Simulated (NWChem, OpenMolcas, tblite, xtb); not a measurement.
# C2H5InO (SMILES C[C](=O)[InH2]): the HOMO–LUMO gap, rung by rung

C2H5InO has 9 atoms, charge 0, and is taken as a singlet. SMILES: `C[C](=O)[InH2]`. The shape is that of a PBE0-D4/def2-TZVP optimisation.

Each level gives the HOMO–LUMO gap (eV). The values are calculated.

```
                           level             kind     program  value (eV)   CPU time
                        GFN2-xTB   semi-empirical      tblite        2.69  under 2 s
                        GFN0-xTB   semi-empirical         xtb        2.44  under 2 s
    HF/def2-SVP (core potential)     Hartree–Fock      NWChem       10.02       20 s
 SVWN5/def2-SVP (core potential)              LDA      NWChem        2.49       15 s
  BLYP/def2-SVP (core potential)              GGA  OpenMolcas        2.52       37 s
  TPSS/def2-SVP (core potential)         meta-GGA  OpenMolcas        2.81       47 s
M06-2X/def2-SVP (core potential)  hybrid meta-GGA  OpenMolcas        6.08       41 s
B2PLYP/def2-SVP (core potential)    double hybrid  OpenMolcas        6.46       24 s
```

The values span 2.44 to 10.02 eV. Orbital gaps aren't excitation energies, and those of double hybrids come from the SCF part alone; they tend to grow with the share of exact exchange. Times are those of the runs behind each value, whatever else they computed, on shared processors of several kinds: orders of magnitude only.

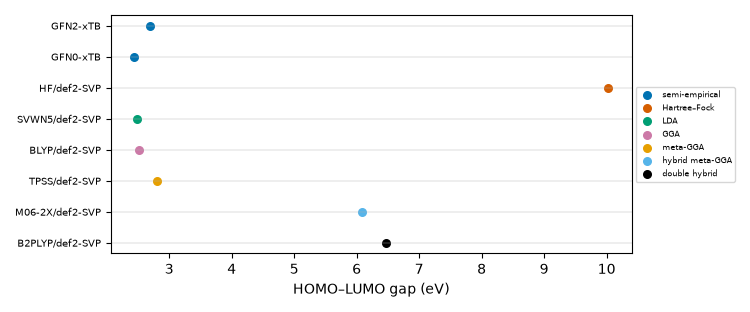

The values of the table, level by level.
